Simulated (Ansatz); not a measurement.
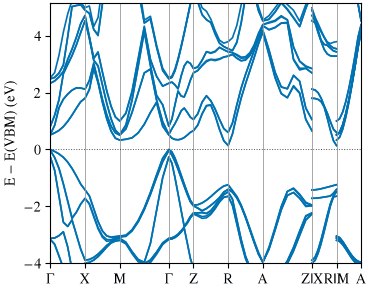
Figure. Band structure from the program Ansatz at the PBEsol with spin–orbit coupling level (PAW)

Q: Read off the gap and where the band edges lie.

A: About 0.1 eV (0.14 eV by a search for the band edges); maximum at Γ, minimum at R.

The material is SiGe$_{3}$ in space group P-4m2 (No. 115; Si on 1a, Ge on 2g, Ge on 1c).

The start of the workflow was typed in or built on a structure type; neither database checked (COD, Materials Project) lists it. Whether it is the stable phase at ambient conditions was not checked. The PBEsol relaxation kept the symmetry of its start; its stability against distortions is not shown here.

Potentials: the later of the program's two PAW sets.
